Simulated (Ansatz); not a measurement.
Consider AlCl2HO.

Input file:

```
crystal:
  periodic: [false, false, false]
  atoms:
    - { symbol: Al, position_ang: [0.0, 0.0, 0.0] }
    - { symbol: Cl, position_ang: [0.0, 0.0, 2.23] }
    - { symbol: Cl, position_ang: [1.9312, 0.0, -1.115] }
    - { symbol: O, position_ang: [-1.5415, 0.0, -0.89] }
    - { symbol: H, position_ang: [-2.0512, -0.8467, -0.6815] }
basis:
  gaussian: { orbitals: def2-SVP }
hamiltonian:
  xc: pbe
  dispersion: d4
relax:
  f_tol: 0.02
  max_steps: 40
output:
  orbitals: {}
```

Command:

```sh
ansatz run input.yaml --threads 1 --pin off --max-ram 2048MiB --backend cpu --events-out ev --progress --plain --runs-dir out
```

The fields are those of the run's last geometry, not of the input's.

Level of theory: RKS PBE-D4/def2-SVP in Ansatz 0.2.0.

> Predict the electron density and electron localisation function between the atoms.

Al–O (1.70 Å): ρ is about 0.83 e/Å³ halfway; the ELF peaks at about 0.85 in the valence shell of O, 0.6 Å from its nucleus, and is about 0.35 at the midpoint.
Al–Cl (2.09 Å): ρ is about 0.71 e/Å³ halfway; the ELF peaks at about 0.85 in the valence shell of Cl, 0.9 Å from its nucleus, and is about 0.80 at the midpoint.
O–H (0.97 Å): ρ at the midpoint is about 3.6 e/Å³; the ELF climbs to about 1 towards the hydrogen, as it does in any bond to H (an ordinary covalent bond to hydrogen).

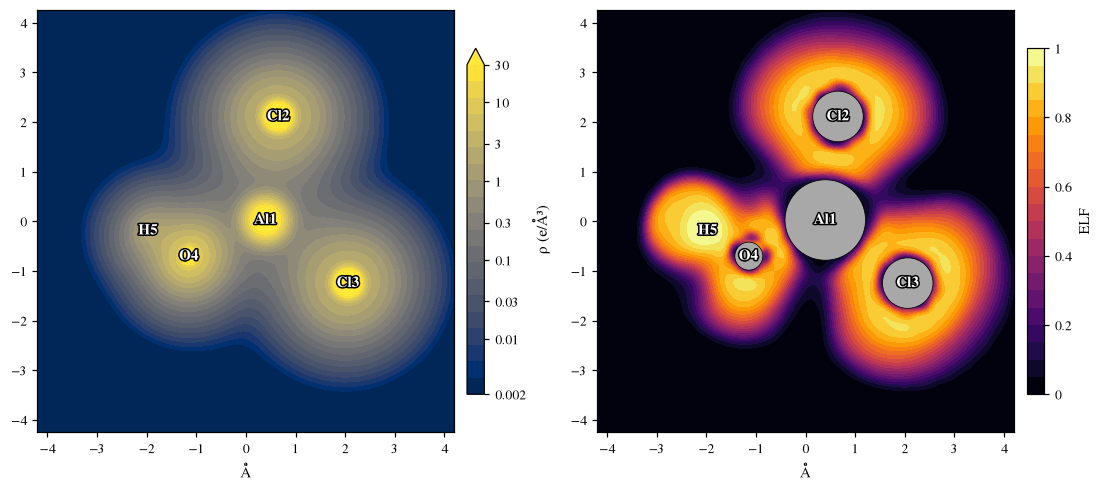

Computed electron density and electron localisation function on the molecular plane, in this order. Grey discs cover the atomic cores in the ELF map. 
